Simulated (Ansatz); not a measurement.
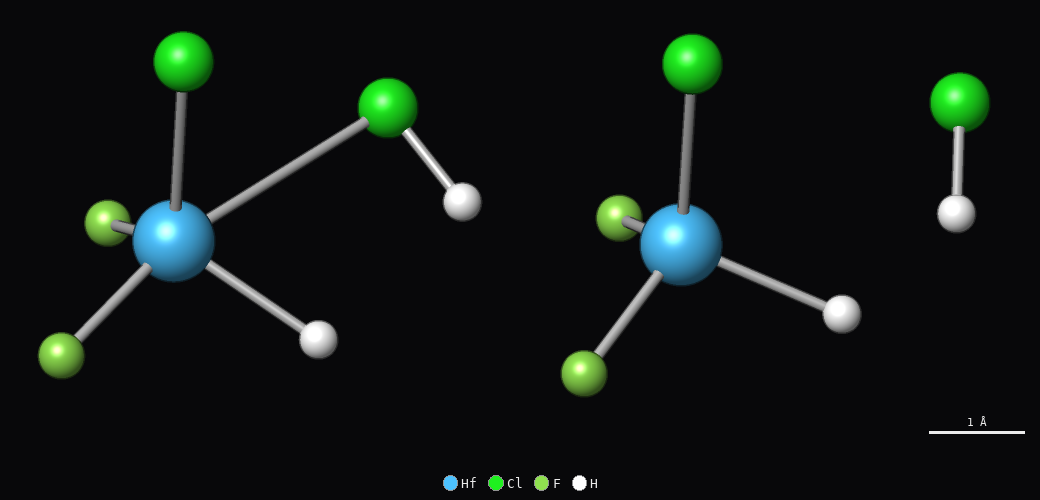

Two geometries of HfH₂Cl₂F₂, drawn at one scale. One is the start of a relaxation, the other its converged end. A ball-and-stick model, seen at a tilt.

Computed with RKS PBE0-D4/def2-SVP in Ansatz. (no spin polarisation; force threshold 0.03 eV/Å; at most 50 steps)

**Which one is relaxed?**

The left one is the relaxed one. The run prepares an end point of a later path (reaction) calculation, from a guessed geometry. The energy falls by 0.141 eV in 10 geometry steps. The largest force component goes from 0.94 to 0.019 eV/Å. A Cl atom moves most after the best rigid fit: 0.60 Å. By element the largest moves are Cl 0.60 Å, H 0.32 Å, F 0.20 Å, Hf 0.16 Å. Among the contacts that change: Cl–Hf 3.715 → 3.000 Å, H–Hf 3.108 → 3.267 Å, Cl–H 1.336 → 1.291 Å, Cl–Hf 2.341 → 2.358 Å. New bonds form, among them: Cl–Hf (3.72 → 3.00 Å). Among the angles between lasting bonds that change: F–Hf–H 103.9° → 98.4°, Cl–Hf–H 108.3° → 113.6°, Cl–Hf–F 110.9° → 105.8°.
